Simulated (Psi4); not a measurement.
# AlH (SMILES [AlH]): B3LYP/6-31G(d) (Cartesian functions)

Aim: the vertical ionisation energy of AlH at B3LYP/6-31G* (Cartesian functions), from 2 runs. 

The calculation is run with Psi4 1.11.

## (1) The system as given

AlH: 2 atoms, total charge 0, spin state singlet. As SMILES, `[AlH]`. Geometry: relaxed at PBE0-D4/def2-TZVP.

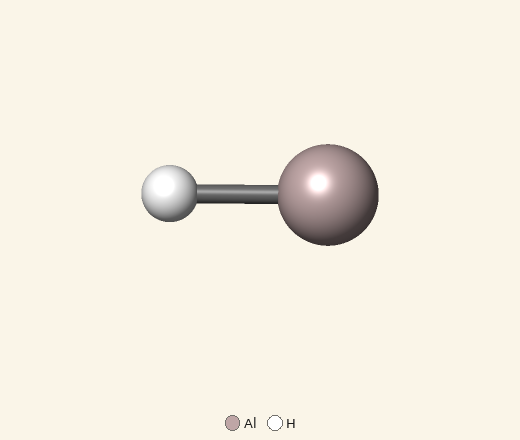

The structure, seen from a chosen angle (aluminium light grey, hydrogen white).

## (2) A single-point energy at B3LYP/6-31G(d) (Cartesian functions)

File job.dat:

```
memory 2.2 GB

molecule {
  Al     0.00000000     0.00000000    -0.04845258
  H      0.00000000     0.00000000     3.09746899
  units au
  symmetry c1
  no_reorient
  no_com
}

set basis 6-31G*
set puream false
set e_convergence 1e-09
set d_convergence 1e-08
set scf_type pk
set dft_radial_points 99
set dft_spherical_points 590

energy_value, wavefunction = energy('b3lyp', return_wfn=True)
oeprop(wavefunction, 'DIPOLE', 'WIBERG_LOWDIN_INDICES', 'LOWDIN_CHARGES', title='B3LYP')
```

On the command line:

```sh
$ psi4 job.dat job.out -n 1
```

job.out:

```text
[...]
  Running in c1 symmetry.
[...]
  Nuclear repulsion =    4.132334424344851
[...]
  Multiplicity = 1
[...]
  Nalpha       = 7
  Nbeta        = 7
[...]
    Number of basis functions: 21
[...]
   @RKS iter   1:  -242.96685779163121   -3.56803e-01   6.00481e-03 ADIIS/DIIS
[...]
   @RKS iter   8:  -242.98300416196696   -2.27374e-13   1.88762e-09 DIIS
[...]
    Orbital Energies [Eh]
    ---------------------
    Doubly Occupied:
       1A    -56.059754     2A     -4.143678     3A     -2.698170
       4A     -2.698170     5A     -2.690647     6A     -0.365440
       7A     -0.205901
[...]
  @RKS Final Energy:  -242.98300416196696
   => Energetics <=
    Nuclear Repulsion Energy =              4.1323344243448510
    One-Electron Energy =                -345.5986266514703971
    Two-Electron Energy =                 113.7670371555195032
    DFT Exchange-Correlation Energy =     -15.2837490903608870
    Empirical Dispersion Energy =           0.0000000000000000
    VV10 Nonlocal Energy =                  0.0000000000000000
    Total Energy =                       -242.9830041619669316
[...]
 Multipole Moments:
 ------------------------------------------------------------------------------------
     Multipole            Electronic (a.u.)      Nuclear  (a.u.)        Total (a.u.)
 ------------------------------------------------------------------------------------
 L = 1.  Multiply by 2.5417464519 to convert [e a0] to [Debye]
 Dipole X            :         -0.0000000            0.0000000           -0.0000000
 Dipole Y            :          0.0000000            0.0000000            0.0000000
 Dipole Z            :         -2.3878741            2.4675854            0.0797114
 Magnitude           :                                                    0.0797114
[...]
```

It took 4.2 s on 1 thread of Intel Xeon Platinum 8259CL at 2.50GHz (Skylake/Cascade Lake), shared host; peak memory 0.27 GiB.

## (3) The doublet cation, same level

File alh.xyz:

```xyz
2
AlH
Al     0.000000     0.000000    -0.025640
H      0.000000     0.000000     1.639110
```

File alh_ase.py:

```python
import numpy as np
from ase.calculators.psi4 import Psi4
from ase.io import read

a = read('alh.xyz')
calc = Psi4(atoms=a, method='b3lyp', basis='6-31G*', memory='2200MB', num_threads=1, charge=1, multiplicity=2, label='calc', reference='uks')
calc.psi4.set_options({'puream': False, 'e_convergence': 1e-09, 'd_convergence': 1e-08, 'scf_type': 'pk', 'dft_radial_points': 99, 'dft_spherical_points': 590, 'maxiter': 100})
a.calc = calc

print(f'energy: {a.get_potential_energy():.6f} eV')
```

On the command line:

```sh
$ python alh_ase.py
```

calc.dat:

```text
[...]
  Running in c1 symmetry.
[...]
  Nuclear repulsion =    4.132334427817990
[...]
  Multiplicity = 2
[...]
  Nalpha       = 7
  Nbeta        = 6
[...]
    Number of basis functions: 21
[...]
   @UKS iter   1:  -242.66458330398606   -5.45283e-02   4.72298e-03 ADIIS/DIIS
[...]
   @UKS iter   9:  -242.68092180647275   -2.84217e-13   3.34592e-09 DIIS
[...]
   @S^2 Observed:                7.593287755E-01
[...]
    Orbital Energies [Eh]
    ---------------------
    Alpha Occupied:
       1A    -56.396439     2A     -4.473803     3A     -3.027301
       4A     -3.027301     5A     -3.023295     6A     -0.664466
       7A     -0.511763
    Alpha Virtual:
       8A     -0.320495     9A     -0.320495    10A     -0.177508
      11A     -0.090735    12A     -0.039473    13A     -0.019417
      14A     -0.019417    15A      0.168015    16A      0.168015
      17A      0.181941    18A      0.181941    19A      0.304769
      20A      0.694660    21A      1.746947
[...]
  @UKS Final Energy:  -242.68092180647275
   => Energetics <=
    Nuclear Repulsion Energy =              4.1323344278179901
    One-Electron Energy =                -341.1856562753549724
    Two-Electron Energy =                 109.4533309671972177
    DFT Exchange-Correlation Energy =     -15.0809309261329698
    Empirical Dispersion Energy =           0.0000000000000000
    VV10 Nonlocal Energy =                  0.0000000000000000
    Total Energy =                       -242.6809218064727531
[...]
 Multipole Moments:
 ------------------------------------------------------------------------------------
     Multipole            Electronic (a.u.)      Nuclear  (a.u.)        Total (a.u.)
 ------------------------------------------------------------------------------------
 L = 1.  Multiply by 2.5417464519 to convert [e a0] to [Debye]
 Dipole X            :          0.0000000            0.0000000            0.0000000
 Dipole Y            :          0.0000000            0.0000000            0.0000000
 Dipole Z            :         -1.6733943            1.5600499           -0.1133444
 Magnitude           :                                                    0.1133444
[...]
```

The script printed:

```text
energy: -6603.684244 eV
```

Run time: 6.3 s. Hardware: 1 thread of Intel Xeon Platinum 8259CL at 2.50GHz (Skylake/Cascade Lake), shared host; peak memory 0.28 GiB.

## (4) What came out

At B3LYP/6-31G* (Cartesian functions):

```
                                          quantity          value
                         singlet AlH: total energy  -242.98300 Eh
                        singlet AlH: dipole moment         0.20 D
                          singlet AlH: HOMO energy       -5.60 eV
                          singlet AlH: LUMO energy       -1.92 eV
                        singlet AlH: HOMO–LUMO gap        3.68 eV
                      doublet cation: total energy  -242.68092 Eh
doublet cation: HOMO energy (highest over α and β)      -13.93 eV
 doublet cation: LUMO energy (lowest over α and β)      -10.84 eV
                              doublet cation: ⟨S²⟩          0.759
vertical ionisation energy (to the doublet cation)       8.220 eV
```

**Reading.** Removing an electron at fixed nuclei costs 8.22 eV (190 kcal/mol). The negative HOMO energy of the first species, 5.60 eV, lies 2.62 eV below that difference.
